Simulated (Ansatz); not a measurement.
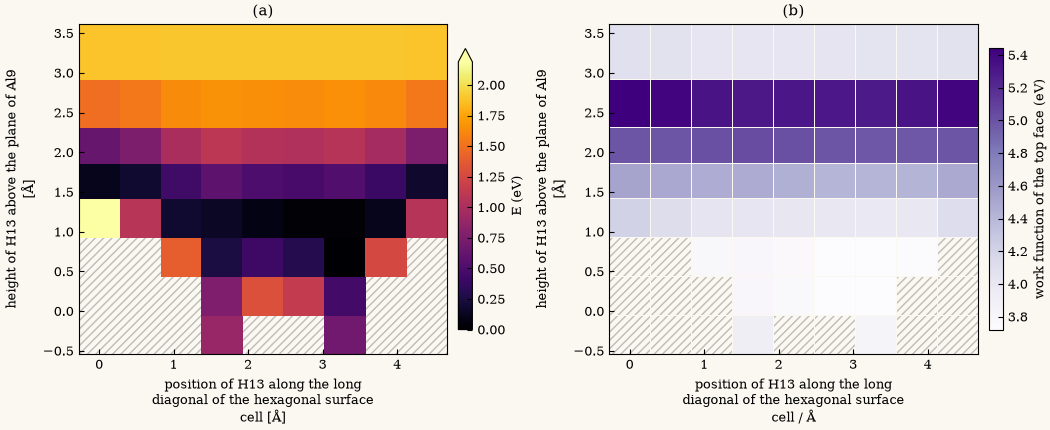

H on an Al(111) slab cut from the Fm-3m phase, its upper half relaxed before the scan (12 atoms of substrate and one adsorbate in a 2 × 2 cell). H is moved along a line over the surface and along the normal, above a rigid substrate. Coordinates scanned: (1) position of H13 along the long diagonal of the hexagonal surface cell, from above Al9; (2) height of H13 above the plane of Al9. The scan uses a 9 × 8 grid. At 15 points there is no value (left out of the scan, as a rule where atoms come close). Points are written as (first, second). Energies are in eV, from the lowest grid point. The calculation used Ansatz 0.2.0, DFT PBE, scalar-relativistic, plane waves, PAW. Settings: cutoff 420 eV, k-mesh 6×6×1, gaussian smearing 0.1 eV, spin-polarised.

Panel (a) is the energy and panel (b) the computed work function of the top face on the same grid.

Drawn: one coloured cell a grid point, one colour for all values above the top of the scale, hatched blanks where no value was computed.

**How does the work function of the top face vary over the map, and what is it at the lowest grid point?**

Leaving out the highest fifth of the energies, it runs from 3.72 eV at (2.75 Å, 0.19 Å) [nearest 2 Al at 1.47 Å] to 5.44 eV at (0.00 Å, 2.57 Å) [nearest 1 Al at 2.57 Å]. At the lowest grid point, (3.30 Å, 0.69 Å) [nearest 3 Al at 1.79 Å], it is 3.72 eV.

```tsv
second ↓, first →	0.00	0.55	1.10	1.65	2.20	2.75	3.30	3.85	4.40
3.27	4.09	4.07	4.04	4.03	4.03	4.04	4.04	4.05	4.07
2.57	5.44	5.41	5.34	5.30	5.32	5.31	5.29	5.34	5.41
2.07	4.99	4.99	5.01	5.04	5.02	4.98	4.98	4.98	4.98
1.67	4.52	4.50	4.47	4.48	4.45	4.42	4.42	4.42	4.49
1.18	4.21	4.12	4.04	4.03	4.02	4.00	3.99	4.00	4.11
0.69	–	–	3.79	3.80	3.77	3.73	3.72	3.74	–
0.19	–	–	–	3.80	3.77	3.72	3.72	–	–
−0.30	–	–	–	3.93	–	–	3.84	–	–
```
